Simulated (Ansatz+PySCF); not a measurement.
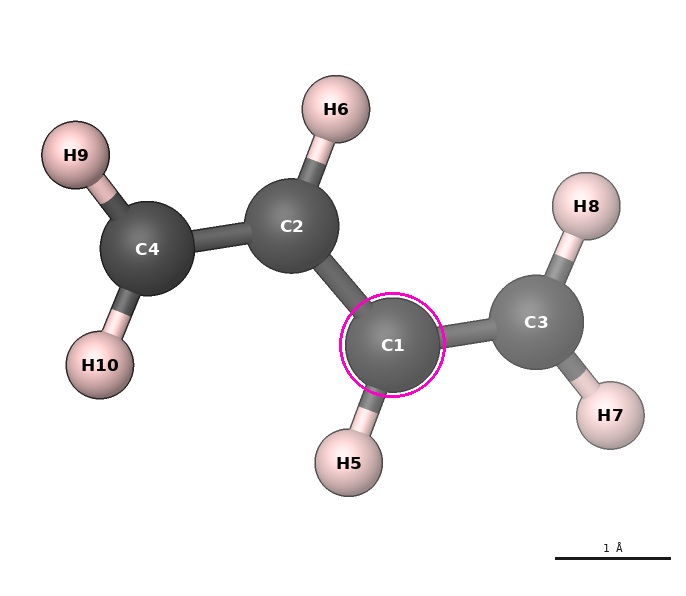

Figure made from data computed with Ansatz+PySCF.

Orthographic view. Atoms fade into the background with distance from the viewer. Geometry: a fixed input geometry, not necessarily a minimum.

Question: Name the neighbours of the circled atom.

Answer: The circled atom is C1; it is bonded to C2, C3, H5.

Question: Which two atoms are farthest apart in space?

Answer: H7 and H9, 5.56 Å.

Question: What is the shortest path along bonds from the circled atom to H9?

Answer: C1–C2–C4–H9, 3 bonds; through space the two are 3.45 Å apart.
